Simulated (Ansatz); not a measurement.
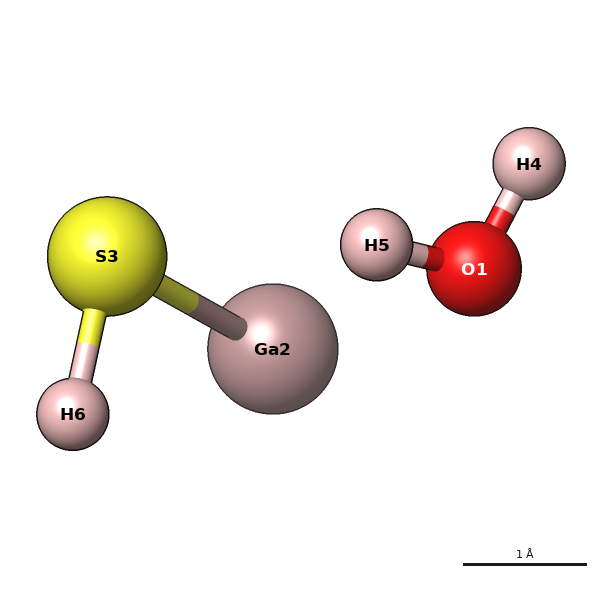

Computed geometry: PBE-D4/def2-SVP optimisation. No frequency run is at hand to confirm it as a minimum.

Which hydrogen bonds does the structure hold? Count O, N, F, S and Cl donors.

```csv
D–H···A,D–H (Å),H···A (Å),angle (°),kind
O1–H5···S3,1.00,2.22,135,intermolecular
```
